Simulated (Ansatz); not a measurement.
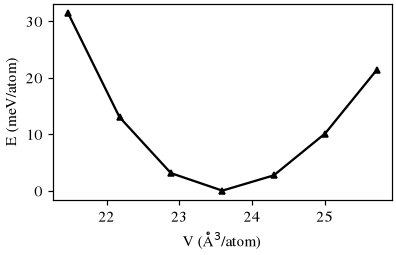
Fig. 1. BaTiS3 in space group P6_3cm (No. 185; Pearson symbol hP30) under volume change, the program Ansatz at the r²SCAN level (PAW), shape and atoms relaxed at each volume.

### Question
What does a third-order Birch–Murnaghan fit give for V₀, B₀ and B′?

### Answer
V₀ = 23.60 Å³/atom, B₀ = 42.7 GPa, B′ = 5.3.

The start of the workflow was typed in or built on a structure type; neither database checked (COD, Materials Project) lists it. COD files the formula under space group No. 194, so this cell is another polymorph or a model. Whether it is the stable phase at ambient conditions was not checked. Symmetry was held in the r²SCAN relaxation; whether a distortion lowers the energy is not shown. The workflow began spin-polarised and lost its moments. Spin–orbit coupling is left out wherever it is not named.

Potentials: the later of the program's two PAW sets.
